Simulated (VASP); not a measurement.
# CdCuCl3 with r2SCAN: from relaxation to properties, part 4 of 5

Aim: relax CdCuCl3, then compute properties on the relaxed cell. The cell is invented: it takes the structure of COD entry 1010123, CsCdCl3 (space group 221 there), with some of its atoms replaced by other elements, volume scaled by an estimate. It may not be a known or stable phase.

VASP 6.6.1, plane waves and PAW; the level of theory is named at each step.

Still holding for the runs below: Spin-orbit coupling is off here; it would split degenerate levels.

So far, gap on the k-mesh (eV): step 2 (rough relaxation of the start cell) 1.12; step 3 (full relaxation (r2SCAN)) 1.14; step 6 (density of states (r2SCAN)) 1.13. The relaxed cell has a = 5.093 Å (conventional setting).

**8. Optical spectrum (r2SCAN)**

This step: r2SCAN; plane waves and PAW (Cd, Cu, Cl); invented cell (VASP 6.6.1).

LOPTICS sums transitions from filled to empty bands. The mesh is finer than in the run before. NBANDS is raised for it.

INCAR reads:

```
SYSTEM = CdCuCl3
PREC = Accurate
ENCUT = 400
EDIFF = 1E-06
NELM = 100
ISMEAR = 0
SIGMA = 0.05
LREAL = .FALSE.
ALGO = Normal
METAGGA = R2SCAN
LASPH = .TRUE.
NBANDS = 62
LORBIT = 11
LWAVE = .FALSE.
LCHARG = .FALSE.
KPAR = 2
LOPTICS = .TRUE.
NEDOS = 1500
CSHIFT = 0.1
```

POSCAR reads:

```
CdCuCl3
1.0
    5.0933261940      0.0000000000      0.0000000000
    0.0000000000      5.0933261940      0.0000000000
    0.0000000000      0.0000000000      5.0933261940
Cd Cu Cl
1 1 3
Direct
    0.5000000000      0.5000000000      0.5000000000
    0.0000000000      0.0000000000      0.0000000000
    0.0000000000      0.5000000000      0.5000000000
    0.5000000000      0.0000000000      0.5000000000
    0.5000000000      0.5000000000      0.0000000000
```

KPOINTS reads:

```
Automatic mesh
0
Gamma
8 8 8
0 0 0
```

PAW data sets: Cd, Cu and Cl (PBE family, release 64).

Launch:

```
$ mpirun -np 2 vasp_std
```

The program printed:

```text
[... set-up lines as in an earlier step ...]
 entering main loop
       N       E                     dE             d eps       ncg     rms          rms(c)
DAV:   1     0.301318839123E+03    0.30132E+03   -0.14689E+04  4424   0.583E+02
DAV:   2    -0.242140800261E+02   -0.32553E+03   -0.28781E+03  4672   0.185E+02
DAV:   3    -0.618115135285E+02   -0.37597E+02   -0.35627E+02  5182   0.644E+01
DAV:   4    -0.628482350394E+02   -0.10367E+01   -0.10314E+01  5312   0.108E+01
DAV:   5    -0.628711305626E+02   -0.22896E-01   -0.22887E-01  5332   0.170E+00    0.103E+01
DAV:   6    -0.516721968998E+02    0.11199E+02   -0.52442E+00  5984   0.184E+01    0.114E+01
DAV:   7    -0.512897060948E+02    0.38249E+00   -0.96962E-01  6106   0.772E+00    0.757E+00
DAV:   8    -0.512898217047E+02   -0.11561E-03   -0.28808E-01  5418   0.291E+00    0.151E+00
DAV:   9    -0.512961270696E+02   -0.63054E-02   -0.95515E-03  5944   0.602E-01    0.433E-01
DAV:  10    -0.512971457329E+02   -0.10187E-02   -0.48673E-03  5054   0.260E-01    0.183E-01
DAV:  11    -0.512970682703E+02    0.77463E-04   -0.37718E-04  6008   0.110E-01    0.914E-02
DAV:  12    -0.512972726589E+02   -0.20439E-03   -0.12823E-04  5310   0.593E-02    0.266E-02
DAV:  13    -0.512972627151E+02    0.99438E-05   -0.26444E-05  6152   0.359E-02    0.520E-03
DAV:  14    -0.512972627273E+02   -0.12200E-07   -0.17859E-06  5328   0.102E-02
   1 F= -.51297263E+02 E0= -.51297263E+02  d E =-.222503E-10
 optical routines
 imaginary and real dielectric function
 direction            1
 direction            2
 direction            3
```

The job ended after 8.6 min (2 MPI ranks of AMD EPYC 7R43, shared host; peak memory 0.78 GiB; 17 min of CPU time).

OUTCAR, selected parts (step 8):

```text
   k-points           NKPTS =     35   k-points in BZ     NKDIM =     35   number of bands    NBANDS=     62

   NELECT =      44.0000    total number of electrons

 E-fermi :   0.1392

 k-point     1 :       0.0000    0.0000    0.0000
  band No.  band energies     occupation
    ...
     18      -0.2136      2.00000
     19      -0.2136      2.00000
     20      -0.1945      2.00000
     21      -0.1945      2.00000
     22      -0.1945      2.00000
     23       1.0495      0.00000
     24       2.3415      0.00000
     25       8.2181      0.00000
     26       8.2181      0.00000
     27       8.2181      0.00000
    ...

  Total       -0.0445442     -0.0445442     -0.0445442      0.0000000      0.0000000     -0.0000000
  in kB       -0.5401282     -0.5401282     -0.5401282      0.0000000      0.0000000     -0.0000000
  external PRESSURE =      -0.5401282 kB  Pullay stress =       0.0000000 kB

  FREE ENERGIE OF THE ION-ELECTRON SYSTEM (eV)
  ---------------------------------------------------
  free  energy   TOTEN  =       -51.2972627273 eV

  energy  without entropy=      -51.2972627273  energy(sigma->0) =      -51.29726273

 plasma frequency squared (from intraband transitions) (eV^2)
  --------------------------------------------------------------------------------------
       0.000       0.000      -0.000
       0.000       0.000       0.000
      -0.000       0.000       0.000

[... 9 parts as in an earlier step ...]

[... 8 further parts left out ...]
```

These are independent-particle spectra without excitons or local fields, and fine structure depends on the mesh and on CSHIFT.

Numbers from this step:

```
SCF cycles                     : 14
bands                          : 62
irreducible k-points           : 35
free energy (TOTEN)            : -51.2973 eV
Fermi energy                   : 0.1392 eV
pressure                       : -0.05401 GPa
least direct gap on the k-mesh : 1.244 eV
```

The imaginary dielectric function, xx has structure finer than the step of the table below, so its rows give means over 1 eV, whole bins alone (the curve runs from 0 to 25.0 eV). Peaks (eV: height): 4.4: 3.73, 6.6: 4.06, 8.4: 3.35, 11.2: 2.97.

Imaginary dielectric function, xx against photon energy; means over each step:

| photon energy (eV) | imaginary dielectric function, xx |
| --- | --- |
| 1 | 0.0374 |
| 2 | 0.405 |
| 3 | 1.00 |
| 4 | 1.91 |
| 5 | 1.42 |
| 6 | 2.27 |
| 7 | 3.81 |
| 8 | 3.04 |
| 9 | 2.45 |
| 10 | 1.86 |
| 11 | 2.59 |
| 12 | 2.53 |
| 13 | 2.05 |
| 14 | 1.79 |
| 15 | 1.77 |
| 16 | 1.41 |
| 17 | 1.23 |
| 18 | 0.813 |
| 19 | 0.605 |
| 20 | 0.666 |
| 21 | 0.639 |
| 22 | 0.452 |
| 23 | 0.365 |
| 24 | 0.326 |

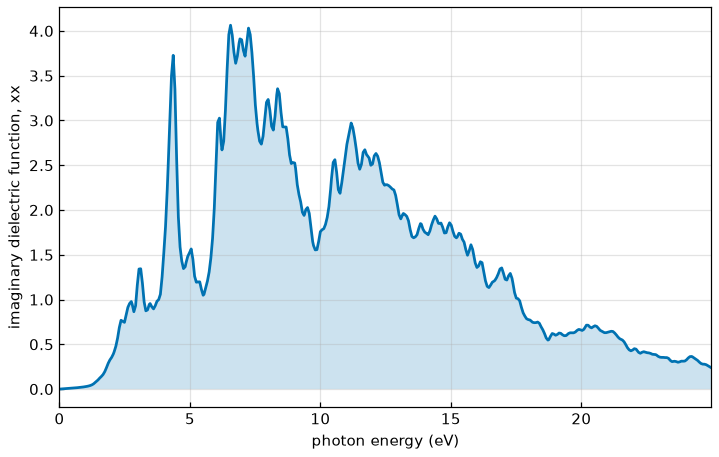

Imaginary dielectric function, xx against photon energy.

The real dielectric function, xx by photon energy:

| photon energy (eV) | real dielectric function, xx |
| --- | --- |
| 0 | 3.75 |
| 2 | 4.27 |
| 4 | 5.01 |
| 6 | 5.04 |
| 8 | 1.77 |
| 10 | 1.68 |
| 12 | 0.840 |
| 14 | 0.426 |
| 16 | -0.0418 |
| 18 | -0.0773 |
| 20 | 0.288 |
| 22 | 0.206 |
| 24 | 0.364 |

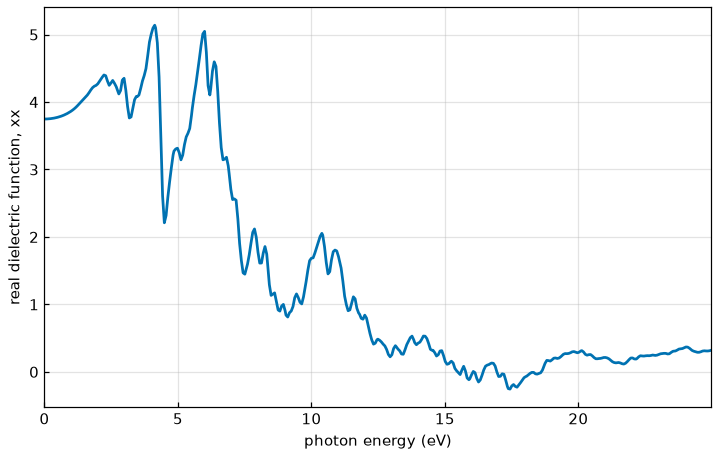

Real dielectric function, xx against photon energy.

The mean of ε2 over directions passes 5 % of its top at 1.80 eV, against a least direct gap of 1.24 eV on this mesh, so the first direct transitions are weak, forbidden or few.

**9. Independent-particle dielectric function (r2SCAN)**

LOPTICS sums transitions from filled to empty bands.

INCAR is that of step 8.

POSCAR is that of step 8.

KPOINTS reads:

```
Automatic mesh
0
Gamma
7 7 7
0 0 0
```

Launch:

```
$ mpirun -np 2 vasp_std
```

The program printed:

```text
[... set-up lines as in an earlier step ...]
 entering main loop
       N       E                     dE             d eps       ncg     rms          rms(c)
DAV:   1     0.299131981540E+03    0.29913E+03   -0.14650E+04  2520   0.582E+02
DAV:   2    -0.245876490456E+02   -0.32372E+03   -0.28609E+03  2662   0.184E+02
DAV:   3    -0.618091718883E+02   -0.37222E+02   -0.35247E+02  2952   0.644E+01
DAV:   4    -0.628477452275E+02   -0.10386E+01   -0.10315E+01  3008   0.108E+01
DAV:   5    -0.628706066515E+02   -0.22861E-01   -0.22853E-01  3058   0.170E+00    0.102E+01
DAV:   6    -0.516536644251E+02    0.11217E+02   -0.51474E+00  3432   0.182E+01    0.114E+01
DAV:   7    -0.512921405365E+02    0.36152E+00   -0.93900E-01  3506   0.733E+00    0.754E+00
DAV:   8    -0.512895412809E+02    0.25993E-02   -0.26215E-01  2968   0.278E+00    0.152E+00
DAV:   9    -0.512961102552E+02   -0.65690E-02   -0.94441E-03  3392   0.502E-01    0.439E-01
DAV:  10    -0.512971224303E+02   -0.10122E-02   -0.46521E-03  2834   0.259E-01    0.186E-01
DAV:  11    -0.512970873369E+02    0.35093E-04   -0.25845E-04  3330   0.778E-02    0.937E-02
DAV:  12    -0.512972920681E+02   -0.20473E-03   -0.14798E-04  2940   0.553E-02    0.264E-02
DAV:  13    -0.512972851016E+02    0.69664E-05   -0.10693E-05  3338   0.193E-02    0.513E-03
DAV:  14    -0.512972859280E+02   -0.82639E-06   -0.90918E-07  2974   0.802E-03
   1 F= -.51297286E+02 E0= -.51297286E+02  d E =-.435460E-12
 optical routines
 imaginary and real dielectric function
 direction            1
 direction            2
 direction            3
```

Elapsed: 6.3 min, on 2 MPI ranks; peak memory 0.56 GiB; 12 min of CPU time.

Parts of OUTCAR (step 9):

```text
   k-points           NKPTS =     20   k-points in BZ     NKDIM =     20   number of bands    NBANDS=     62

   NELECT =      44.0000    total number of electrons

 E-fermi :   0.1589

 k-point     1 :       0.0000    0.0000    0.0000
  band No.  band energies     occupation
    ...
     18      -0.2140      2.00000
     19      -0.2140      2.00000
     20      -0.1949      2.00000
     21      -0.1949      2.00000
     22      -0.1949      2.00000
     23       1.0494      0.00000
     24       2.3415      0.00000
     25       8.2180      0.00000
     26       8.2180      0.00000
     27       8.2180      0.00000
    ...

  Total       -0.0251747     -0.0251747     -0.0251747     -0.0000000     -0.0000000      0.0000000
  in kB       -0.3052598     -0.3052598     -0.3052598     -0.0000000     -0.0000000      0.0000000
  external PRESSURE =      -0.3052598 kB  Pullay stress =       0.0000000 kB

  FREE ENERGIE OF THE ION-ELECTRON SYSTEM (eV)
  ---------------------------------------------------
  free  energy   TOTEN  =       -51.2972859280 eV

  energy  without entropy=      -51.2972859280  energy(sigma->0) =      -51.29728593

 plasma frequency squared (from intraband transitions) (eV^2)
  --------------------------------------------------------------------------------------
       0.000       0.000      -0.000
       0.000       0.000       0.000
       0.000       0.000       0.000

[... 8 parts as in an earlier step ...]

[... 9 further parts left out ...]
```

This step gave:

```yaml
irreducible_k_points: 20
fermi_energy: 0.1589 eV
pressure: -0.03053 GPa
valence_top_at_k: 0.4286, 0.4286, 0
gap_on_the_k_mesh: 1.133 eV
```

The imaginary dielectric function, xx has structure finer than the step of the table below, so its rows give means over 1 eV, whole bins alone (the curve runs from 0 to 25.0 eV). Peaks (eV: height): 4.4: 3.87, 6.5: 4.19, 6.8: 4.35, 8.3: 3.33, 8.7: 3.17, 10.6: 2.78, 11.2: 3.15.

Table of imaginary dielectric function, xx by photon energy; means over each step:

| photon energy (eV) | imaginary dielectric function, xx |
| --- | --- |
| 1 | 0.0375 |
| 2 | 0.406 |
| 3 | 1.01 |
| 4 | 1.92 |
| 5 | 1.42 |
| 6 | 2.23 |
| 7 | 3.82 |
| 8 | 2.98 |
| 9 | 2.60 |
| 10 | 1.79 |
| 11 | 2.60 |
| 12 | 2.54 |
| 13 | 2.02 |
| 14 | 1.77 |
| 15 | 1.78 |
| 16 | 1.41 |
| 17 | 1.23 |
| 18 | 0.832 |
| 19 | 0.617 |
| 20 | 0.661 |
| 21 | 0.641 |
| 22 | 0.449 |
| 23 | 0.364 |
| 24 | 0.320 |

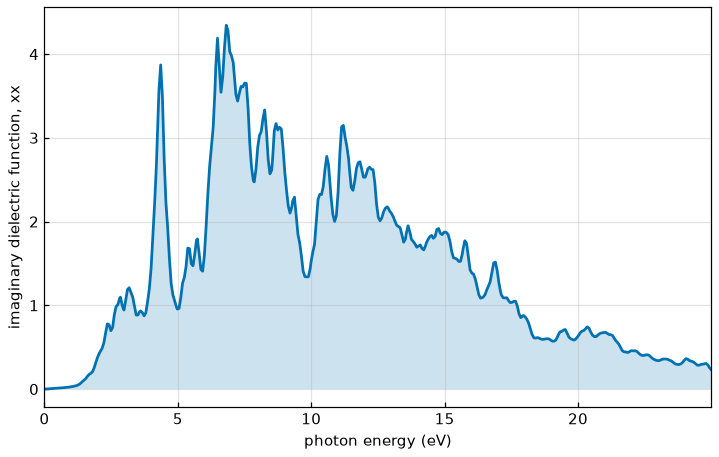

Imaginary dielectric function, xx, plotted against photon energy.

Real dielectric function, xx against photon energy:

| photon energy (eV) | real dielectric function, xx |
| --- | --- |
| 0 | 3.75 |
| 2 | 4.30 |
| 4 | 5.08 |
| 6 | 4.69 |
| 8 | 2.09 |
| 10 | 1.90 |
| 12 | 0.770 |
| 14 | 0.402 |
| 16 | -0.160 |
| 18 | -0.120 |
| 20 | 0.328 |
| 22 | 0.216 |
| 24 | 0.363 |

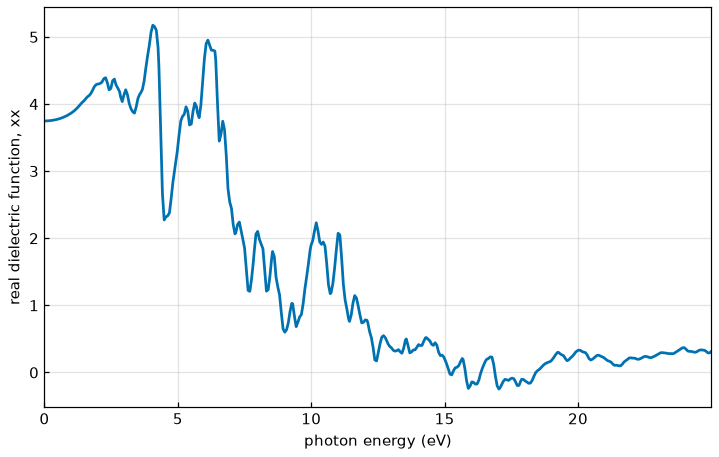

Real dielectric function, xx against photon energy.

The mean of ε2 over directions passes 5 % of its top at 1.87 eV, against a least direct gap of 1.24 eV on this mesh, so the first direct transitions are weak, forbidden or few.

**10. A semilocal run for the hybrid's start**

This step: PBE; plane waves and PAW (Cd, Cu, Cl); invented cell (VASP 6.6.1).

A hybrid converges badly from random orbitals, so a cheap semilocal run writes a WAVECAR on the same mesh first.

INCAR reads:

```
SYSTEM = CdCuCl3
PREC = Accurate
ENCUT = 400
EDIFF = 1E-05
NELM = 100
ISMEAR = 0
SIGMA = 0.05
LREAL = .FALSE.
ALGO = Normal
GGA = PE
NBANDS = 28
LORBIT = 11
LWAVE = .TRUE.
LCHARG = .FALSE.
KPAR = 2
```

POSCAR is that of step 9.

KPOINTS reads:

```
Automatic mesh
0
Gamma
3 3 3
0 0 0
```

Launch:

```
$ mpirun -np 2 vasp_std
```

The program printed:

```text
[banner, memory and clock lines left out]
running    2 mpi-ranks, on    1 nodes
 distrk:  each k-point on    1 cores,    2 groups
 distr:  one band on    1 cores,    1 groups

 POSCAR found type information on POSCAR CdCuCl
 POSCAR found :  3 types and       5 ions
 LDA part: xc-table for (Slater+PW92), standard interpolation
 POSCAR, INCAR and KPOINTS ok, starting setup
 FFT: planning ... GRIDC
 FFT: planning ... GRID_SOFT
 FFT: planning ... GRID
 WAVECAR not read
 entering main loop
       N       E                     dE             d eps       ncg     rms          rms(c)
DAV:   1     0.385665815853E+03    0.38567E+03   -0.17334E+04   224   0.128E+03
DAV:   2     0.398133971953E+02   -0.34585E+03   -0.32685E+03   256   0.344E+02
DAV:   3    -0.104900768812E+02   -0.50303E+02   -0.49344E+02   288   0.133E+02
DAV:   4    -0.126191251925E+02   -0.21290E+01   -0.21226E+01   284   0.278E+01
DAV:   5    -0.126825104329E+02   -0.63385E-01   -0.63373E-01   320   0.445E+00    0.107E+01
DAV:   6    -0.114232696169E+02    0.12592E+01   -0.32219E+00   280   0.184E+01    0.830E+00
DAV:   7    -0.112635527919E+02    0.15972E+00   -0.14727E+00   260   0.121E+01    0.478E+00
DAV:   8    -0.112242281468E+02    0.39325E-01   -0.26453E-01   288   0.606E+00    0.118E+00
DAV:   9    -0.112226103114E+02    0.16178E-02   -0.29761E-02   296   0.140E+00    0.277E-01
DAV:  10    -0.112228737161E+02   -0.26340E-03   -0.48247E-03   288   0.849E-01    0.110E-01
DAV:  11    -0.112230362277E+02   -0.16251E-03   -0.66104E-04   288   0.305E-01    0.427E-02
DAV:  12    -0.112230810249E+02   -0.44797E-04   -0.15674E-04   272   0.141E-01    0.174E-02
DAV:  13    -0.112230818413E+02   -0.81638E-06   -0.95802E-06   156   0.317E-02
   1 F= -.11223082E+02 E0= -.11223082E+02  d E =-.875788E-13
 writing wavefunctions
```

It took 11 s on 2 MPI ranks; peak memory 0.33 GiB; 20 s of CPU time.

OUTCAR, selected parts (step 10):

```text
   k-points           NKPTS =      4   k-points in BZ     NKDIM =      4   number of bands    NBANDS=     28

   NELECT =      44.0000    total number of electrons

 E-fermi :   0.3933

 k-point     1 :       0.0000    0.0000    0.0000
  band No.  band energies     occupation
    ...
     18       0.0143      2.00000
     19       0.0143      2.00000
     20       0.0332      2.00000
     21       0.0332      2.00000
     22       0.0332      2.00000
     23       0.8889      0.00000
     24       2.0059      0.00000
     25       7.9550      0.00000
     26       7.9550      0.00000
     27       7.9555      0.00000
    ...

  Total        1.1207984      1.1207984      1.1207984     -0.0000000     -0.0000000      0.0000000
  in kB       13.5904431     13.5904431     13.5904431     -0.0000000     -0.0000000      0.0000000
  external PRESSURE =      13.5904431 kB  Pullay stress =       0.0000000 kB

  FREE ENERGIE OF THE ION-ELECTRON SYSTEM (eV)
  ---------------------------------------------------
  free  energy   TOTEN  =       -11.2230818413 eV

  energy  without entropy=      -11.2230818413  energy(sigma->0) =      -11.22308184

[... 7 parts as in an earlier step ...]

[... 8 further parts left out ...]
```

This step gave:

| Property | Result |
| --- | --- |
| SCF cycles | 13 |
| bands | 28 |
| irreducible k-points | 4 |
| free energy (TOTEN) | -11.22 eV |
| Fermi energy | 0.3933 eV |
| pressure | 1.359 GPa |
| valence top at k | 0.3333, 0.3333, 0.3333 |
| gap on the k-mesh | 0.7525 eV |
| least direct gap on the k-mesh | 0.8557 eV |

The run ends at a pressure of 1.36 GPa.

[end of part 4 of 5]

[Lines on the potential files, build, host, timing and source positions are cut from VASP's logs without a mark.]

[Logs are printed without paths, hosts, clocks, repeated set-up lines and the standing remarks that a program may print on its own settings, such as how far it seeks lower states.]

[Hosts, paths, dates, database ids (printed as entryN), source tags and the programs' standing remarks are cut or masked in the printed files.]

[A measured line is paired with the nearest computed mode of its activity, which favours agreement.]
